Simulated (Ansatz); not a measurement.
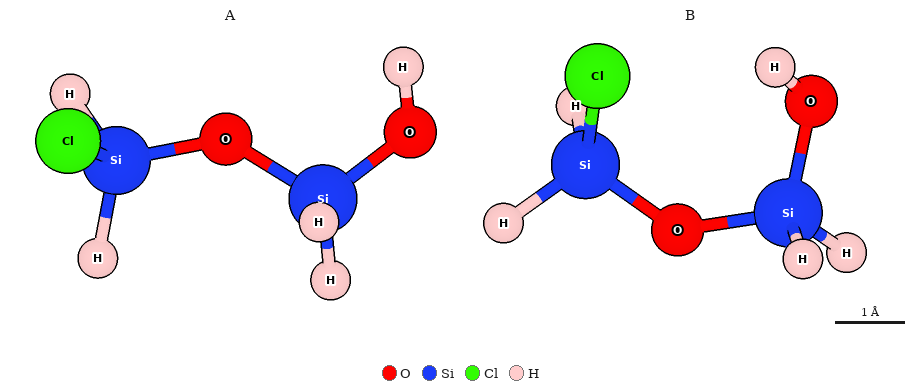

Two geometries of Si2H5O2Cl (coarse preliminary run), drawn at one scale. One is the start of a relaxation, the other its converged end. Style: ball-and-stick. Shown face on.

Computed with Ansatz 0.2.0, RKS PBE-D4/def2-SVP. (force threshold 0.03 eV/Å; at most 200 steps)

### Which geometry has the lower energy?

Structure B is the relaxed one. The start comes from a force field. The energy falls by 0.255 eV in 30 accepted moves (34 points after the start). The largest force component goes from 1.5 to 0.021 eV/Å. The line search rejected the trial steps at points 5, 19, 25, 28 of the run. The forces were under the threshold at step 6, but the run went on from there. The atom that moves furthest after the best rigid fit is an H atom (1.43 Å). Largest moves by element: H 1.43 Å, Cl 1.41 Å, O 1.34 Å, Si 0.25 Å. Among the contacts that change: Cl–Si 2.019 → 2.104 Å, O–Si 1.633 → 1.671 Å, O–Si 1.723 → 1.693 Å, H–Si 1.466 → 1.492 Å. Bond angles that change, for instance: O–Si–H 108.8° → 112.8°, Si–O–H 117.6° → 114.1°, O–Si–H 109.6° → 106.6°. Groups turn about O–Si by about 165°, O–Si by about 115°, O–Si by about 20°. The run took about 110 core-seconds on a shared host.
